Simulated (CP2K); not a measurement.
**InCNF2 (SMILES N#[C][In]([F])[F]): revPBE-D3(BJ)/TZV2P-MOLOPT-PBE-GTH (core potential)**

Aim: the energy change on altering one bond length of InCNF2 at revPBE-D3(BJ)/TZV2P-MOLOPT-PBE-GTH (core potential), from 2 runs. 

Program for the calculation: CP2K 2026.2.

3 further runs of the same task are left out: 2 that didn't finish, 1 set aside as unsound or not needed. Runs told in other sessions of the task aren't counted.

### Step 1. The structure to begin with

InCNF2: 5 atoms, total charge 0, spin state singlet. As SMILES, `N#[C][In]([F])[F]`. The shape is that of a PBE0-D4/def2-TZVP optimisation.

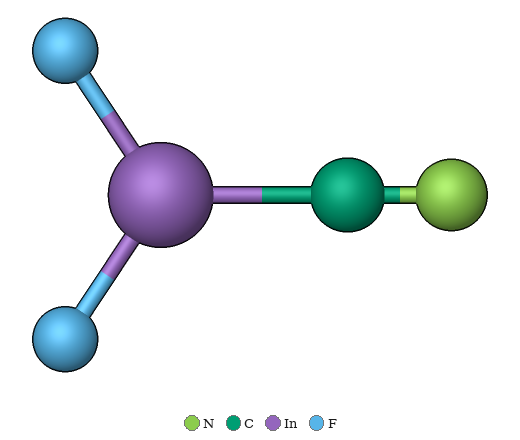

The structure, seen from a chosen angle (nitrogen green, carbon teal, indium purple, fluorine blue).

### Step 2. The energy at revPBE-D3(BJ)/TZV2P-MOLOPT-PBE-GTH (core potential)

molecule.xyz reads:

```xyz
5

N      1.298000    -1.592200     1.589600
C      0.724900    -0.890300     0.878600
In    -0.306000     0.372300    -0.400300
F     -1.872100    -0.154800    -1.375500
F      0.205100     2.191400    -0.733700
```

qs.inp reads:

```
&FORCE_EVAL
    METHOD QUICKSTEP
    &DFT
        BASIS_SET_FILE_NAME BASIS_MOLOPT_UZH
        POTENTIAL_FILE_NAME POTENTIAL_UZH
        &QS
            METHOD GPW
            EPS_DEFAULT 1.0E-10
        &END QS
        &MGRID
            CUTOFF 400
            REL_CUTOFF 50
            NGRIDS 4
        &END MGRID
        &POISSON
            PERIODIC NONE
            POISSON_SOLVER WAVELET
        &END POISSON
        # SCF settings
        &SCF
            SCF_GUESS ATOMIC
            EPS_SCF 1.0E-06
            MAX_SCF 150
            ADDED_MOS 3
            &DIAGONALIZATION
                ALGORITHM STANDARD
            &END DIAGONALIZATION
            &MIXING
                METHOD PULAY_MIXING
                ALPHA 0.2
                NBUFFER 4
            &END MIXING
        &END SCF
        &XC
            &XC_FUNCTIONAL
                &PBE
                    PARAMETRIZATION REVPBE
                &END PBE
            &END XC_FUNCTIONAL
            &VDW_POTENTIAL
                POTENTIAL_TYPE PAIR_POTENTIAL
                &PAIR_POTENTIAL
                    TYPE DFTD3(BJ)
                    PARAMETER_FILE_NAME dftd3.dat
                    REFERENCE_FUNCTIONAL revPBE
                    R_CUTOFF 15
                &END PAIR_POTENTIAL
            &END VDW_POTENTIAL
        &END XC
        &PRINT
            &MOMENTS
                PERIODIC F
                REFERENCE COM
                MAX_MOMENT 1
            &END MOMENTS
            &MO ON
                ENERGIES T
                OCCUPATION_NUMBERS T
                NDIGITS 6
                &EACH
                    QS_SCF 0
                &END EACH
                ADD_LAST NUMERIC
            &END MO
            &HIRSHFELD OFF
            &END HIRSHFELD
        &END PRINT
    &END DFT
    # atoms, cell and kinds
    &SUBSYS
        # vacuum box
        &CELL
            ABC 13.8 13.8 13.8
            PERIODIC NONE
        &END CELL
        &TOPOLOGY
            COORD_FILE_NAME molecule.xyz
            COORD_FILE_FORMAT XYZ
            &CENTER_COORDINATES
            &END CENTER_COORDINATES
        &END TOPOLOGY
        &KIND N
            BASIS_SET TZV2P-MOLOPT-PBE-GTH-q5
            POTENTIAL GTH-PBE-q5
        &END KIND
        &KIND C
            BASIS_SET TZV2P-MOLOPT-PBE-GTH-q4
            POTENTIAL GTH-PBE-q4
        &END KIND
        &KIND In
            BASIS_SET TZV2P-MOLOPT-PBE-GTH-q13
            POTENTIAL GTH-PBE-q13
        &END KIND
        &KIND F
            BASIS_SET TZV2P-MOLOPT-PBE-GTH-q7
            POTENTIAL GTH-PBE-q7
        &END KIND
    &END SUBSYS
&END FORCE_EVAL

&GLOBAL
    PROJECT_NAME qs
    RUN_TYPE ENERGY
    PRINT_LEVEL MEDIUM
&END GLOBAL
```

Run with:

```console
$ OMP_NUM_THREADS=1 cp2k.psmp qs.inp > qs.out
```

Standard output, cut to the lines that bear on the results:

```text
CP2K| version string:                                       CP2K version 2026.2
[...]
 GLOBAL| Method name                                                        CP2K
[...]
 GLOBAL| Run type                                                         ENERGY
[...]
 DFT| Spin restricted Kohn-Sham (RKS) calculation                            RKS
 DFT| Multiplicity                                                             1
[...]
 DFT| Charge                                                                   0
[...]
 FUNCTIONAL| PBE:
[...]
 QS| Method:                                                                 GPW
[...]
 QS| Density cutoff [a.u.]:                                                200.0
[...]
 QS| Relative density cutoff [a.u.]:                                        25.0
[...]
                             - Atoms:                                          5
[...]
                             - Spherical basis functions:                    157
[...]
 Number of electrons:                                                         36
[...]
     1 NoMix/Diag. 0.20E+00    6.3     1.62529868      -120.1203694572 -1.20E+02
[...]
    39 Pulay/Diag. 0.20E+00    5.6     0.00000067      -120.5025707071  4.06E-06
  *** SCF run converged in    39 steps ***
[...]
  Overlap energy of the core charge distribution:               0.00000770078101
  Self energy of the core charge distribution:               -256.84804670744137
  Core Hamiltonian energy:                                     75.84039226429503
  Hartree energy:                                              81.55392099663494
  Exchange-correlation energy:                                -21.04207767707292
  Dispersion energy:                                           -0.00676728433606
  Total energy:                                              -120.50257070713940
[...]
                     Mulliken Population Analysis
 #  Atom  Element  Kind  Atomic population                           Net charge
       1     N        1          5.508934                             -0.508934
       2     C        2          3.704419                              0.295581
       3     In       3         11.792409                              1.207591
       4     F        4          7.497179                             -0.497179
       5     F        4          7.497060                             -0.497060
 # Total charge                             36.000000                 -0.000000
[...]
  Dipole moment [Debye]
    X= -0.2476031E+00 Y=  0.3044274E+00 Z= -0.3093239E+00  Total=      0.4996646
 ENERGY| Total FORCE_EVAL ( QS ) energy [hartree]           -120.502570707139398
[...]
```

Wall time 3.8 min (1 thread of Arm Neoverse V1, shared host); peak memory 2.8 GiB.

### Step 3. The distorted shape at the same level

job.inp reads:

```
&GLOBAL
  PROJECT job
  RUN_TYPE ENERGY
  PRINT_LEVEL MEDIUM
&END GLOBAL

&FORCE_EVAL
  METHOD QUICKSTEP
  &DFT
    BASIS_SET_FILE_NAME BASIS_MOLOPT_UZH
    POTENTIAL_FILE_NAME POTENTIAL_UZH
    ! Quickstep
    &QS
      METHOD GPW
      EPS_DEFAULT 1.0E-10
    &END QS
    &MGRID
      CUTOFF 400
      REL_CUTOFF 50
      NGRIDS 4
    &END MGRID
    ! cluster boundary conditions
    &POISSON
      PERIODIC NONE
      POISSON_SOLVER WAVELET
    &END POISSON
    ! self-consistent field
    &SCF
      SCF_GUESS ATOMIC
      EPS_SCF 1.0E-06
      MAX_SCF 80
      ADDED_MOS 5
      &DIAGONALIZATION
        ALGORITHM STANDARD
      &END DIAGONALIZATION
      &MIXING
        METHOD BROYDEN_MIXING
        ALPHA 0.3
        NBUFFER 8
      &END MIXING
    &END SCF
    &XC
      &XC_FUNCTIONAL
        &PBE
          PARAMETRIZATION REVPBE
        &END PBE
      &END XC_FUNCTIONAL
      &VDW_POTENTIAL
        POTENTIAL_TYPE PAIR_POTENTIAL
        &PAIR_POTENTIAL
          TYPE DFTD3(BJ)
          PARAMETER_FILE_NAME dftd3.dat
          REFERENCE_FUNCTIONAL revPBE
          R_CUTOFF 15
        &END PAIR_POTENTIAL
      &END VDW_POTENTIAL
    &END XC
    ! extra output
    &PRINT
      &MOMENTS
        PERIODIC F
        REFERENCE COM
        MAX_MOMENT 1
      &END MOMENTS
      &MO ON
        ENERGIES T
        OCCUPATION_NUMBERS T
        NDIGITS 6
        &EACH
          QS_SCF 0
        &END EACH
        ADD_LAST NUMERIC
      &END MO
      &HIRSHFELD OFF
      &END HIRSHFELD
    &END PRINT
  &END DFT
  &SUBSYS
    &CELL
      ABC 14 14 14
      PERIODIC NONE
    &END CELL
    &COORD
      UNIT bohr
      N      2.7777349    -3.4067057     3.4069513
      C      1.3698625    -1.6824232     1.6603134
      In    -0.5782562     0.7035450    -0.7564574
      F     -3.5377563    -0.2925296    -2.5993183
      F      0.3875828     4.1411458    -1.3864921
    &END COORD
    &TOPOLOGY
      &CENTER_COORDINATES
      &END CENTER_COORDINATES
    &END TOPOLOGY
    &KIND N
      BASIS_SET TZV2P-MOLOPT-PBE-GTH-q5
      POTENTIAL GTH-PBE-q5
    &END KIND
    &KIND C
      BASIS_SET TZV2P-MOLOPT-PBE-GTH-q4
      POTENTIAL GTH-PBE-q4
    &END KIND
    &KIND In
      BASIS_SET TZV2P-MOLOPT-PBE-GTH-q13
      POTENTIAL GTH-PBE-q13
    &END KIND
    &KIND F
      BASIS_SET TZV2P-MOLOPT-PBE-GTH-q7
      POTENTIAL GTH-PBE-q7
    &END KIND
  &END SUBSYS
&END FORCE_EVAL
```

Run with:

```console
$ OMP_NUM_THREADS=1 cp2k.psmp -i job.inp > job.out 2>&1
```

Standard output, cut to the lines that bear on the results:

```text
CP2K| version string:                                       CP2K version 2026.2
[...]
 GLOBAL| Method name                                                        CP2K
[...]
 GLOBAL| Run type                                                         ENERGY
[...]
 DFT| Spin restricted Kohn-Sham (RKS) calculation                            RKS
 DFT| Multiplicity                                                             1
[...]
 DFT| Charge                                                                   0
[...]
 FUNCTIONAL| PBE:
[...]
 QS| Method:                                                                 GPW
[...]
 QS| Density cutoff [a.u.]:                                                200.0
[...]
 QS| Relative density cutoff [a.u.]:                                        25.0
[...]
                             - Atoms:                                          5
[...]
                             - Spherical basis functions:                    157
[...]
 Number of electrons:                                                         36
[...]
     1 NoMix/Diag. 0.30E+00    6.2     1.63522292      -120.0729878792 -1.20E+02
[...]
    24 Broy./Diag. 0.30E+00    6.6     0.00000096      -120.3890575237  2.95E-06
  *** SCF run converged in    24 steps ***
[...]
  Overlap energy of the core charge distribution:               0.00000001887588
  Self energy of the core charge distribution:               -256.84804670744137
  Core Hamiltonian energy:                                     75.01385383246172
  Hartree energy:                                              82.24633421892204
  Exchange-correlation energy:                                -20.79468443594829
  Dispersion energy:                                           -0.00651445056308
  Total energy:                                              -120.38905752369308
[...]
  Dipole moment [Debye]
    X= -0.1590660E+00 Y=  0.1945385E+00 Z= -0.1987944E+00  Total=      0.3204160
 ENERGY| Total FORCE_EVAL ( QS ) energy [hartree]           -120.389057523693083
[...]
```

It took 2.5 min on 1 thread of Arm Neoverse V1, shared host; peak memory 3.7 GiB.

### Step 4. Summary of results

At revPBE-D3(BJ)/TZV2P-MOLOPT-PBE-GTH (core potential):

```
                                                         quantity          value
                                        first shape: total energy  -120.50257 Eh
                                       first shape: dipole moment         0.50 D
                                         first shape: HOMO energy       -8.96 eV
                                         first shape: LUMO energy       -3.68 eV
                                       first shape: HOMO–LUMO gap        5.28 eV
                                   first shape: dispersion energy  -17.77 kJ/mol
                                    distorted shape: total energy  -120.38906 Eh
                                   distorted shape: dipole moment         0.32 D
                                     distorted shape: HOMO energy       -7.99 eV
                                     distorted shape: LUMO energy       -4.36 eV
                                   distorted shape: HOMO–LUMO gap        3.63 eV
                               distorted shape: dispersion energy  -17.10 kJ/mol
energy change with the N1–C2 bond stretched from 1.152 to 1.497 Å       3.089 eV
```

With the N1–C2 bond stretched from 1.152 to 1.497 Å the energy rises by 3.09 eV (298 kJ/mol). The first shape isn't relaxed at this level, so the change isn't measured from a minimum.
